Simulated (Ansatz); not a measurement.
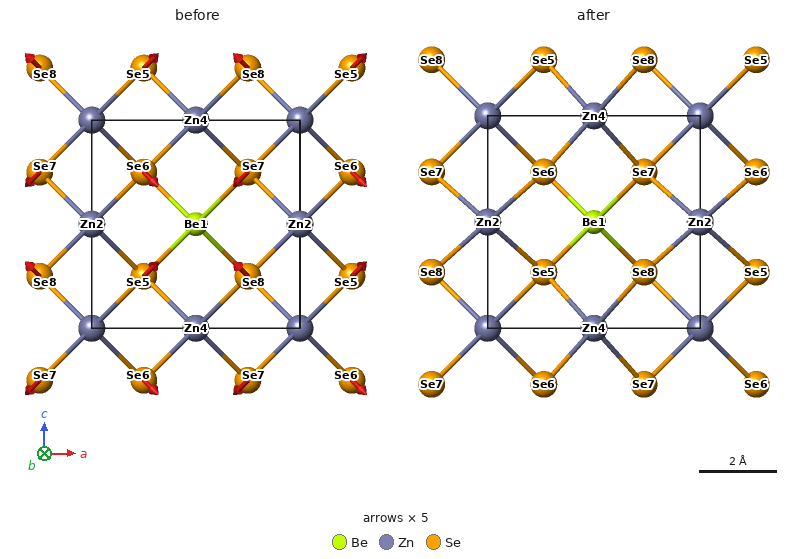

The structure of crystalline BeZn3Se4 (a generated structure, set up in P-43m) (coarse preliminary run) before (left) and after (right) a relaxation, at one scale. The red arrows give the displacements (the part carried along by the change of the cell is left out), magnified 5 times.

A ball-and-stick model of the cell of the calculation, seen along the b axis.

Level of theory: DFT PBE, scalar-relativistic, plane waves, PAW in Ansatz 0.2.0. Settings: plane-wave cutoff 420 eV; k-point mesh 4 × 4 × 4; occupations gaussian; smearing width 0.1 eV; no spin polarisation; cell and atoms relaxed; force threshold 0.04 eV/Å; at most 70 steps.

Summarise the run.

The largest moves relative to the cell, 0.14 Å, are those of Se atoms. Be and Zn stay in place. The volume changes by +6.2 %, with a = b = c 5.476 → 5.588 Å (+2.0 %). Near-neighbour distances that change, for instance: Se–Zn 2.371 → 2.468 Å, Be–Se 2.371 → 2.283 Å. Among the angles between lasting bonds that change: Se–Zn–Se 109.5° → 115.4°, Zn–Se–Zn 109.5° → 106.3°, Be–Se–Zn 109.5° → 112.5°. The space group stays P-43m (No. 215). The energy falls by 0.577 eV per cell of the calculation in 2 accepted moves (3 points after the start). The largest force component goes from 0.86 to 0.023 eV/Å. The pressure goes from 5.64 to 0.17 GPa. At 1 point the geometry stayed and the basis and grid were re-selected for the new cell (energy shift of 3.2 meV per cell of the calculation at most each time).
